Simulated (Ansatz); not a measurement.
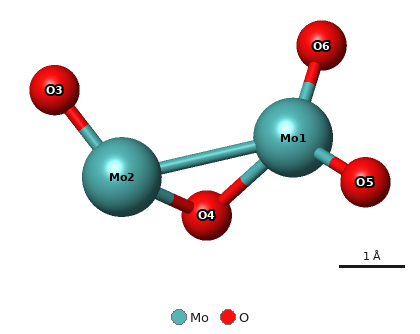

Fig. 1: The structure as given in the input (ball-and-stick view, seen at a tilt; atoms are numbered from 1 in the order of the input). Sticks mark near contacts. Bond lengths as drawn: Mo–Mo 2.75 Å and Mo–O 1.71 to 2.00 Å.

## Two runs on Mo2O4

System: Mo2O4, charge −1, multiplicity 2.
Method of run 1: UKS PBE-D4/def2-TZVPD (Ansatz 0.2.0).

The geometry comes from this level: r2SCAN-D4/def2-SVPD. Text and figures count atoms from 1; the logs count them from 0 in places.

**The input, run 1**
```yaml
crystal:
  periodic: [false, false, false]
  atoms:
    - {symbol: Mo, position_ang: [0.162757, -1.000867, 0.161135]}
    - {symbol: Mo, position_ang: [-0.794327, 1.568899, -0.084710]}
    - {symbol: O, position_ang: [0.392549, 2.786241, 0.105114]}
    - {symbol: O, position_ang: [-0.873242, 0.058597, -1.181815]}
    - {symbol: O, position_ang: [-0.710595, -2.087180, 1.183006]}
    - {symbol: O, position_ang: [1.822858, -1.325691, -0.182720]}
basis:
  gaussian: {orbitals: def2-TZVPD, initial_orbitals: start.molden}
total_charge: -1
magnetization: {spin_polarized: true, initial_magnetization: 1}
hamiltonian: {xc: pbe, dispersion: d4}
scf: {omitted_lower_state_checks: [starts]}
output: {orbitals: {seedname: orbitals}}
```

Launched with:
```bash
ansatz run in.yaml --threads 4 --pin off --events-out ev --progress --plain --max-ram 4787MiB
```

Hardware: 4 threads of Arm Neoverse V2, 23 GiB of memory available, shared host.

**Output (run 1)**
```
Functional definition: PBE
  parameter kappa = 0.804
  parameter beta = 0.06672455060314922
  exchange = pbe_x(kappa = kappa, mu = beta*pi^2/3)
  correlation = pbe_c(beta = beta)
these checks for a lower state are left out or cut short: starts
1352 factors; their error is unknown
mean field evaluation 1: about -11904.1927 eV, gradient 8.1e0 eV
mean field evaluation 2: about -11904.4805 eV, gradient 4.2e-1 eV
mean field evaluation 4: about -11904.4802 eV, gradient 1.4e-1 eV
mean field evaluation 8: about -11904.4804 eV, gradient 2.5e-5 eV
mean field -11904.48037967 eV, -437.4815848061 hartree, gradient 2.5e-5 eV, S^2 1.745788; 0 other end points of the search recorded, 0 dependent functions left out
reference -11904.48043483 eV, -437.4815868334 hartree; 31, 30 occupied and 209, 210 virtual orbitals, 1352 factors
Total energy: -11904.73332046 eV, -437.4908802087 hartree
Checks for a lower state left out: starts
```

For run 2 the input was changed thus:
```diff
-total_charge: -1
-magnetization: {spin_polarized: true, initial_magnetization: 1}
```

What does this change do to the results?

The two differ by one electron: at this geometry, removing it changes the energy by 3.24 eV. The HOMO goes from −0.39 to −5.42 eV. The LUMO goes from 0.38 to −5.09 eV.

**Output (run 2)**
```
Functional definition: PBE
  parameter kappa = 0.804
  parameter beta = 0.06672455060314922
  exchange = pbe_x(kappa = kappa, mu = beta*pi^2/3)
  correlation = pbe_c(beta = beta)
these checks for a lower state are left out or cut short: starts
1352 factors; their error is unknown
mean field evaluation 1: about -11900.9000 eV, gradient 1.2e1 eV
mean field evaluation 2: about -11901.2478 eV, gradient 1.7e0 eV
mean field evaluation 4: about -11901.2752 eV, gradient 2.0e-2 eV
mean field evaluation 8: about -11901.2597 eV, gradient 2.1e-5 eV
mean field -11901.25967980 eV, -437.3632262693 hartree, gradient 2.1e-5 eV, S^2 0.000000; 0 other end points of the search recorded, 0 dependent functions left out
reference -11901.25974794 eV, -437.3632287733 hartree; 30, 30 occupied and 210, 210 virtual orbitals, 1352 factors
Total energy: -11901.48866376 eV, -437.3716412743 hartree
Checks for a lower state left out: starts
```

**The two runs side by side**

```tsv
quantity	run 1	run 2
outcome	converged	converged
total energy (hartree)	−437.490880	−437.371641
HOMO (eV)	−0.39	−5.42
LUMO (eV)	0.38	−5.09
⟨S²⟩	1.746	–
basis functions	240	240
wall time (shared host)	4.7 s	3.9 s
```

For run 1: ⟨S²⟩ is 1.75 against 0.75 for a pure state: the solution is spin-contaminated.
